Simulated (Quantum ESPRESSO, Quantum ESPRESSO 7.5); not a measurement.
# Work function and surface energy of K(100) against thickness

Aim: how the work function and the surface energy of K(100) settle with the number of layers.

Main program and level: Quantum ESPRESSO 7.5; plane-wave DFT, PBE, GBRV ultrasoft pseudopotentials.

The experiments to compare with:

“Anisotropic work function of elemental crystals” (2019, arxiv:1902.07811) quotes from earlier work for K (polycrystalline sample, no single face): work function, loosely compared (polycrystalline sample, no single face) 2.29 eV.

Report form: the programs' logs are mostly left out.

### 1. Starting point

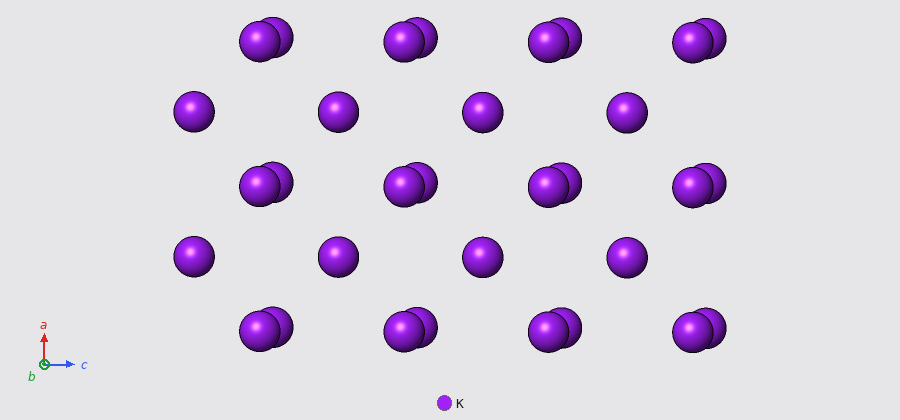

The cell as given, from the side, with the c axis across the page (potassium purple). 2×1×1 cells are drawn. Some periodic images of atoms are drawn too.

The cell holds 8 atoms: 8 K. Cell: a = 5.230 Å, b = 5.230 Å, c = 33.305 Å, α = 90.0°, β = 90.0°, γ = 90.0°. It derives from K. Vacuum lies along c.

Coordinates:

```cif
data_structure
_symmetry_space_group_name_H-M 'P 1'
_symmetry_Int_Tables_number 1
_cell_length_a 5.2300
_cell_length_b 5.2300
_cell_length_c 33.3050
_cell_angle_alpha 90.000
_cell_angle_beta 90.000
_cell_angle_gamma 90.000
_cell_volume 910.99
loop_
_atom_site_label
_atom_site_type_symbol
_atom_site_fract_x
_atom_site_fract_y
_atom_site_fract_z
_atom_site_occupancy
K1 K 0.50000 0.50000 0.22519 1
K2 K 0.00000 0.00000 0.30371 1
K3 K 0.50000 0.50000 0.38222 1
K4 K 0.00000 0.00000 0.46074 1
K5 K 0.50000 0.50000 0.53926 1
K6 K 0.00000 0.00000 0.61778 1
K7 K 0.50000 0.50000 0.69629 1
K8 K 0.00000 0.00000 0.77481 1
```

### 2. Running the series

ASE writes the inputs, starts pw.x and reads the results. Under ESM bc1 the zero of energy of a symmetric slab is the vacuum, so the work function is minus the Fermi level.

File run.py:

```python
import json
import numpy as np
from ase.build import bcc100
from ase.calculators.espresso import Espresso, EspressoProfile

profile = EspressoProfile(command='mpirun -n 4 pw.x -nk 4', pseudo_dir='../pseudo')
pseudopotentials = {'K': 'k_pbe_v1.4.uspp.F.UPF'}
system = {'ecutwfc': 40, 'ecutrho': 200, 'occupations': 'smearing', 'smearing': 'mv', 'degauss': 0.02}


def calculator(name, kpts, **extra):
    data = dict(control=dict(tprnfor=True, verbosity='high', disk_io='none'),
                system=system | extra,
                electrons=dict(conv_thr=1e-07, mixing_beta=0.4, mixing_mode='local-TF',
                               electron_maxstep=100))
    return Espresso(profile=profile, directory=name, pseudopotentials=pseudopotentials, kpts=kpts, input_data=data)


def centre(atoms):
    z = atoms.positions[:, 2]
    atoms.positions[:, 2] -= (z.max() + z.min()) / 2  # ESM wants the slab about z = 0
    return atoms


rows = []
for n in [3, 4, 5, 6, 7, 8]:
    slab = centre(bcc100('K', size=(1, 1, n), a=5.23, vacuum=7.5, periodic=True))
    slab.set_initial_magnetic_moments([0.0] * n)
    slab.calc = calculator(f'n{n}', (6, 6, 1), assume_isolated='esm', esm_bc='bc1')
    energy = slab.get_potential_energy()
    work = -slab.calc.get_fermi_level()
    force = slab.get_forces()[-1, 2]
    rows.append([n, energy, work, force])
    print(f'{n} layers: E = {energy:.5f} eV, work function {work:.3f} eV, force on the top atom {force:+.3f} eV/A')

n, energy = np.array(rows)[:, :2].T
slope, offset = np.polyfit(n[1:], energy[1:], 1)
area = np.linalg.norm(np.cross(*slab.cell[:2]))
gamma = offset / (2 * area) * 16.0218
print(f'bulk energy from the slope {slope:.5f} eV an atom; unrelaxed surface energy {gamma:.3f} J/m^2')
json.dump(dict(rows=rows, slope=slope, gamma=gamma), open('result.json', 'w'))
```

Command:

```console
$ OMP_NUM_THREADS=1 python run.py
```

Run time: 26 min. Hardware: 4 MPI ranks of Arm Neoverse V2, shared host; peak memory 2.4 GiB.

Read from the output:

```
surface energy                     : 0.1176 J/m²
work function of the thickest slab : 2.229 eV
```

The work function by layers:

| layers | work function (eV) |
| --- | --- |
| 3.00 | 2.25 |
| 4.00 | 2.26 |
| 5.00 | 2.21 |
| 6.00 | 2.24 |
| 7.00 | 2.23 |
| 8.00 | 2.23 |

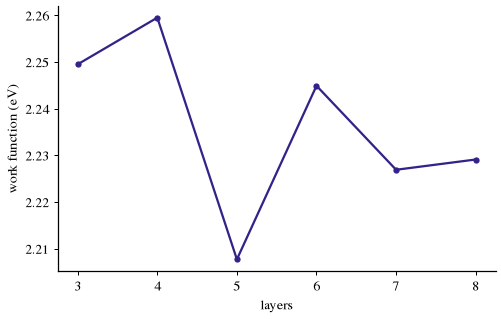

Work function against layers.

The force on the top atom along the normal by layers:

| layers | force on the top atom along the normal (eV/Å) |
| --- | --- |
| 3.00 | 0.0160 |
| 4.00 | 0.0242 |
| 5.00 | 0.0194 |
| 6.00 | 0.0250 |
| 7.00 | 0.0198 |
| 8.00 | 0.0199 |

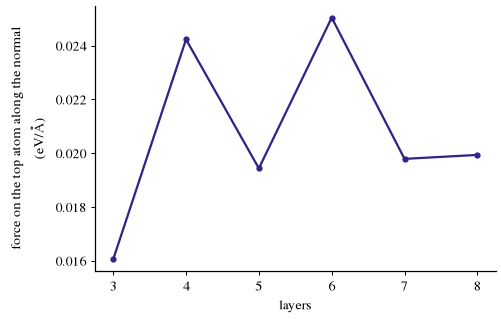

Force on the top atom along the normal, plotted against layers.

The energy less the bulk line's slope by layers:

| layers | energy less the bulk line's slope (meV) |
| --- | --- |
| 3.00 | 395 |
| 4.00 | 399 |
| 5.00 | 407 |
| 6.00 | 396 |
| 7.00 | 407 |
| 8.00 | 399 |

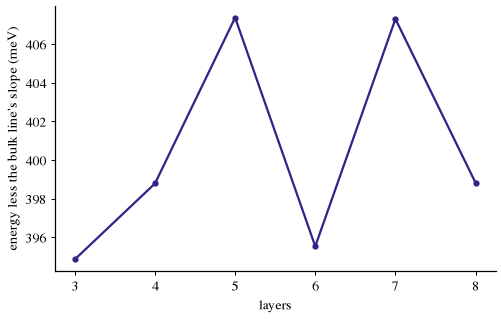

Energy less the bulk line's slope against layers.

### 3. Running the series: PBE, SSSP efficiency

Level of this step: plane-wave DFT, PBE, SSSP efficiency pseudopotentials (Quantum ESPRESSO 7.5).

run.py, as its differences from the input of step 2:

```diff
@@ -6,4 +6,4 @@
 profile = EspressoProfile(command='mpirun -n 4 pw.x -nk 4', pseudo_dir='../pseudo')
-pseudopotentials = {'K': 'k_pbe_v1.4.uspp.F.UPF'}
-system = {'ecutwfc': 40, 'ecutrho': 200, 'occupations': 'smearing', 'smearing': 'mv', 'degauss': 0.02}
+pseudopotentials = {'K': 'K.pbe-spn-kjpaw_psl.1.0.0.UPF'}
+system = {'ecutwfc': 45, 'ecutrho': 360, 'occupations': 'smearing', 'smearing': 'mv', 'degauss': 0.02}
```

Command:

```console
$ OMP_NUM_THREADS=1 python run.py
```

The job ended after 15 min (4 MPI ranks; peak memory 4 GiB; 60 min of CPU time).

Read from the output:

```
surface energy                     : 0.1173 J/m²
work function of the thickest slab : 2.239 eV
```

Work function against layers:

| layers | work function (eV) |
| --- | --- |
| 3.00 | 2.26 |
| 4.00 | 2.27 |
| 5.00 | 2.22 |
| 6.00 | 2.25 |
| 7.00 | 2.23 |
| 8.00 | 2.24 |

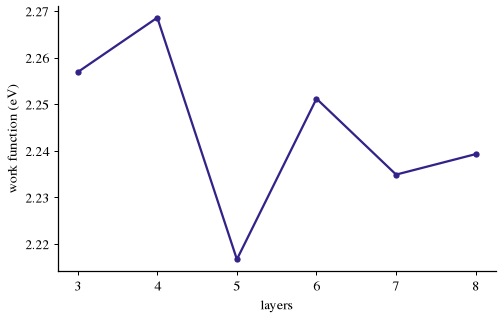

Work function against layers.

The force on the top atom along the normal by layers:

| layers | force on the top atom along the normal (eV/Å) |
| --- | --- |
| 3.00 | -0.0170 |
| 4.00 | 0.0280 |
| 5.00 | 0.0194 |
| 6.00 | 0.0223 |
| 7.00 | 0.0190 |
| 8.00 | 0.0232 |

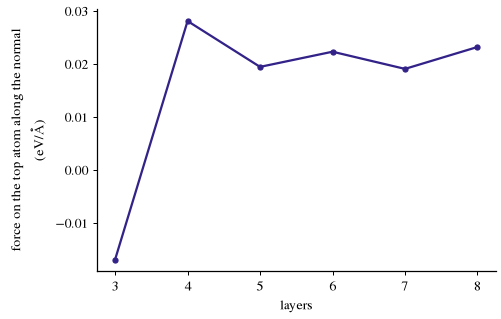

Force on the top atom along the normal, plotted against layers.

Table of energy less the bulk line's slope by layers:

| layers | energy less the bulk line's slope (meV) |
| --- | --- |
| 3.00 | 394 |
| 4.00 | 398 |
| 5.00 | 406 |
| 6.00 | 394 |
| 7.00 | 406 |
| 8.00 | 398 |

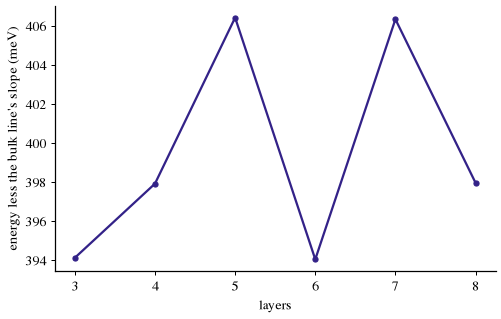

Energy less the bulk line's slope against layers.

### 4. Worked from the printed numbers

γ = (E_N − N e_bulk)/(2A). The excess of the thickest slab is 0.399 eV and A = 27.353 Å²: 0.399/(2 × 27.353) × 16.02 = 0.12 J/m² (1 eV/Å² = 16.02 J/m²); the fit's intercept gives 0.12.

### 5. What came out

| Property | Result |
| --- | --- |
| work function of the thickest slab, PBE, GBRV ultrasoft | 2.23 eV |
| unrelaxed surface energy, PBE, GBRV ultrasoft | 0.12 J/m² |
| work function of the thickest slab, PBE, SSSP efficiency | 2.24 eV |
| unrelaxed surface energy, PBE, SSSP efficiency | 0.12 J/m² |

What this shows: The thickest slab gives a work function of 2.23 eV and the series an unrelaxed surface energy of 0.12 J/m² (PBE, GBRV ultrasoft). The work function swings by 0.05 eV over 3 to 8 layers and by 0.00 eV over the last step; confined states crossing the Fermi level and the finite mesh both contribute. From 3 layers on it stays within 0.1 eV. The top atom feels almost no force. The slabs are cut from the bulk at the tabulated lattice constant and not relaxed; the surface energy comes from a straight line through the energies of all but the thinnest slab.

Computed beside measured:

```
                                                                     quantity  measured        PBE, GBRV  PBE, SSSP efficiency
work function, loosely compared (polycrystalline sample, no single face) (eV)      2.29  2.23 (-0.06 eV)       2.24 (-0.05 eV)
```

Measured values from arxiv:1902.07811 (2019).

How well it matches: A polycrystal averages over faces, so this is a loose comparison.

[Logs are printed without paths, hosts, clocks, repeated set-up lines and the standing remarks that a program may print on its own settings, such as how far it seeks lower states.]

[Hosts, paths, dates, database ids (printed as entryN), source tags and the programs' standing remarks are cut or masked in the printed files.]

[Maps of the electrostatic potential energy from Ansatz leave out the sawtooth potential of an applied field or a dipole correction, so their vacuum need not be flat; planar profiles and work functions include it.]
